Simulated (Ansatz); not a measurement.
The starting structures come from a database of crystals and need not be the phases stable at ambient conditions.

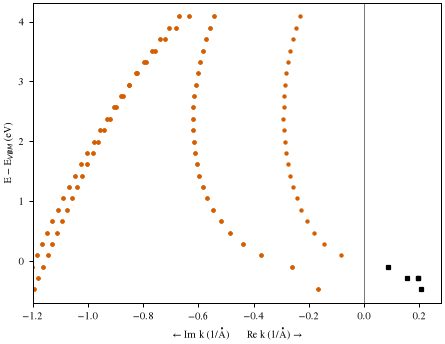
Figure: Complex bands at the centre of the two-dimensional zone; r2SCAN (Ansatz, a program for electronic structure)

The gap is the functional's own, uncorrected, and κ follows it; spin-orbit coupling is left out. Mid-gap values are interpolated between the computed energies.

Task: This is CaI2 (P-3m1, CdI2 type, not sure to be the ambient phase, 3 atoms a cell, 39.3 Å³ an atom) along the normal of (001). Read off the slowest decay at the centre of the two-dimensional zone at 2.00 eV, the computed energy nearest the middle of the gap.

Result: κ ≈ 0.29 1/Å, a decay length 1/(2κ) of the density of 1.7 Å.
